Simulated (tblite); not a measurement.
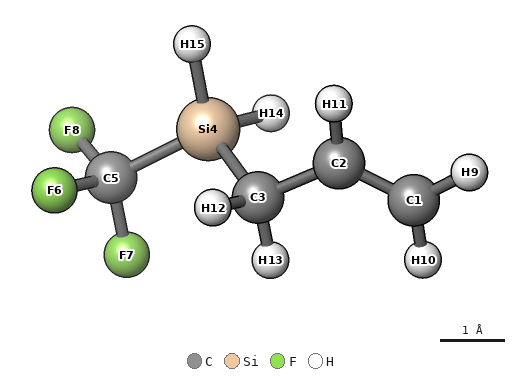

Starting structure of C4H7F3Si. Style: ball-and-stick. Shown at a tilt.

Level of theory: GFN2-xTB geometry optimisation, gas phase (tblite 0.8.0).

```xyz
15

C    -2.8037    0.0529   -0.3318
C    -1.8024   -0.2679    0.4695
C    -0.4574    0.4275    0.4887
Si    1.0079   -0.6486    0.0341
C     2.5496    0.3125    0.1259
F     2.7535    0.8287    1.3539
F     2.5297    1.3641   -0.7484
F     3.6467   -0.4273   -0.1848
H    -3.7515   -0.4822   -0.2812
H    -2.7364    0.8586   -1.0519
H    -1.9466   -1.0813    1.1954
H    -0.3073    0.8402    1.4898
H    -0.4860    1.2852   -0.1939
H     0.7800   -1.2440   -1.3154
H     1.0193   -1.8104    0.9856
```

Predict the outcome.

Answer. Si4 moves most after the best rigid fit: 0.15 Å. By element the largest moves are Si 0.15 Å, H 0.12 Å, C 0.06 Å, F 0.03 Å. Among the contacts that change: Si4–C5 1.819 → 1.950 Å, Si4–H15 1.502 → 1.462 Å, Si4–H14 1.493 → 1.461 Å, C3–Si4 1.874 → 1.900 Å. Bond angles that change, for instance: C5–Si4–H14 112.7° → 104.7°, H14–Si4–H15 105.4° → 113.0°, C5–Si4–H15 111.7° → 104.4°. After 55 geometry steps the energy has fallen by 7.57 kcal/mol. Cost: 0.26 s on 1 thread of Intel(R) Xeon(R) 6975P-C, with other jobs on the host.

Step by step:

```
step  E − E(0), kcal/mol
   0                0.00
   1               -5.01
   2               -6.23
   3               -6.81
   4               -7.08
   5               -7.22
   6               -7.31
   7               -7.35
   8               -7.40
   9               -7.43
  10               -7.45
  12               -7.50
  15               -7.52
  17               -7.52
  19               -7.53
  22               -7.53
  24               -7.54
  27               -7.54
  29               -7.54
  31               -7.55
  34               -7.55
  36               -7.55
  38               -7.55
  41               -7.56
  43               -7.56
  46               -7.56
  48               -7.57
  50               -7.57
  53               -7.57
  55               -7.57
```

Final geometry:

```xyz
15

C    -2.7912    0.0454   -0.3468
C    -1.8269   -0.2294    0.5112
C    -0.4908    0.4371    0.5212
Si    0.8998   -0.7571    0.0196
C     2.5288    0.3116    0.1119
F     2.7444    0.8343    1.3377
F     2.5128    1.3586   -0.7396
F     3.6347   -0.3969   -0.1899
H    -3.7407   -0.4607   -0.3213
H    -2.6718    0.7976   -1.1094
H    -1.9706   -0.9880    1.2687
H    -0.2868    0.8170    1.5271
H    -0.5045    1.2963   -0.1543
H     0.8321   -1.2103   -1.3675
H     1.1261   -1.8475    0.9669
```

After the run, drawn alike:

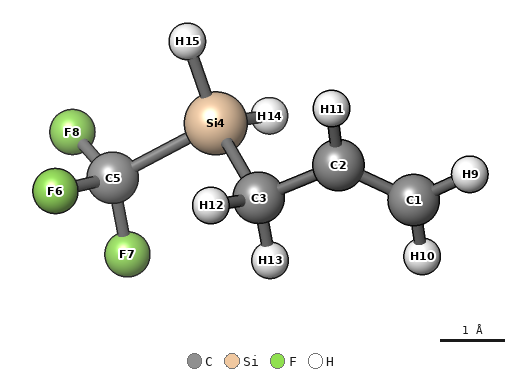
